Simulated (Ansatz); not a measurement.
System (SMILES): ClF (F-Cl).
Atoms: F1, Cl2. Bonds: F1-Cl2.

Basis-set convergence of the highest harmonic wavenumber at PBE with Ansatz (an electronic-structure program). Each level at its own minimum, finite differences of forces, unscaled; the reference is a large set that could be run, not a limit. Cartesian d functions, on some or all atoms, in 6-311G**; all else is spherical. The program fits the integrals of some runs and decomposes those of others, by size. No added dispersion term, no relativity. Reference: the value in pcseg-3, 763 cm⁻¹. Deviations are taken from unrounded values.

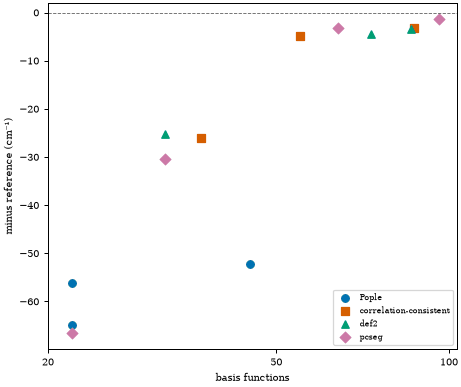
Deviation from the reference against the number of basis functions, by family of sets.

| basis | functions | highest harmonic wavenumber (cm⁻¹) | minus reference (cm⁻¹) |
|---|---|---|---|
| 3-21G | 22 | 707 | -56 |
| 6-31G | 22 | 698 | -65 |
| pcseg-0 | 22 | 697 | -67 |
| def2-SVP | 32 | 738 | -25 |
| pcseg-1 | 32 | 733 | -30 |
| cc-pV(D+d)Z | 37 | 737 | -26 |
| 6-311G** | 45 | 711 | -52 |
| aug-cc-pV(D+d)Z | 55 | 758 | -5 |
| pcseg-2 | 64 | 760 | -3 |
| def2-TZVPP | 73 | 759 | -4 |
| def2-TZVPD | 86 | 760 | -3 |
| jun-cc-pV(T+d)Z | 87 | 760 | -3 |
| aug-pcseg-2 | 96 | 762 | -1 |
